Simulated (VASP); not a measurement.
Band structure of Li₂O (antifluorite). Computed with PBE GGA, VASP's PBE PAW potentials (set 64) (plane waves; VASP).

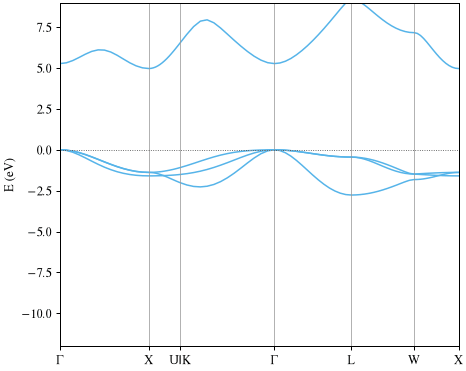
Figure: Bands along high-symmetry lines, zero at the valence-band maximum or, without a gap, the Fermi level

Task: Read the plot: is there a gap, and where are the band edges?

Result: The gap is indirect, 4.97 eV, from the valence maximum at Γ to the conduction minimum at X. (Edges off the drawn lines would not show.)

Measured: gap 8.00 eV (computed value off by -3.03 eV), as given by Das et al., (2018), arXiv:1807.05623.

The compound is Li2O in the antifluorite structure. The cell was not relaxed at this level.
